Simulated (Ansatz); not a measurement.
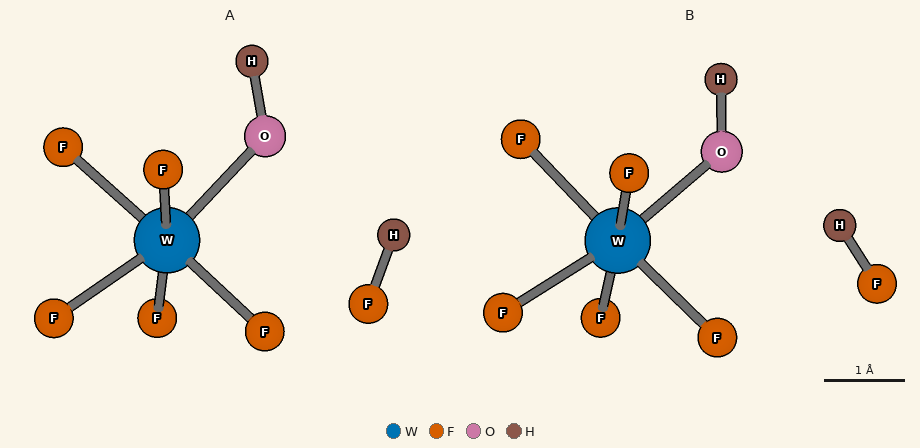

Two geometries of WH2OF6, drawn at one scale. One is the start of a relaxation, the other its converged end. Style: ball-and-stick. Shown at a tilt.

These are results of Ansatz, RKS PBE0-D4/def2-SVP, not measurements. Settings: no spin polarisation; force threshold 0.03 eV/Å; at most 50 steps.

Which geometry has the lower energy?

Structure B is the relaxed one. The run prepares an end point of a later path (reaction) calculation, from a guessed geometry. After 8 geometry steps the energy has fallen by 2.90 kcal/mol. The largest force component goes from 0.71 to 0.026 eV/Å. The atom that moves furthest after the best rigid fit is an F atom (0.67 Å). Largest moves by element: F 0.67 Å, H 0.36 Å, O 0.21 Å, W 0.12 Å. Near-neighbour distances that change, for instance: F–W 3.059 → 3.691 Å, O–W 1.905 → 1.874 Å, F–W 1.861 → 1.854 Å, F–W 1.837 → 1.842 Å. Bond angles that change, for instance: W–O–H 127.3° → 133.7°, F–W–O 97.5° → 92.5°, F–W–O 168.7° → 172.2°. The run took 33 s on 4 threads of Arm Neoverse V1, with other jobs on the host, peak memory 0.43 GiB.

Limits of the set-up: the start holds two separate molecules, 2.2 Å apart at their closest, whose relative position is a soft coordinate.
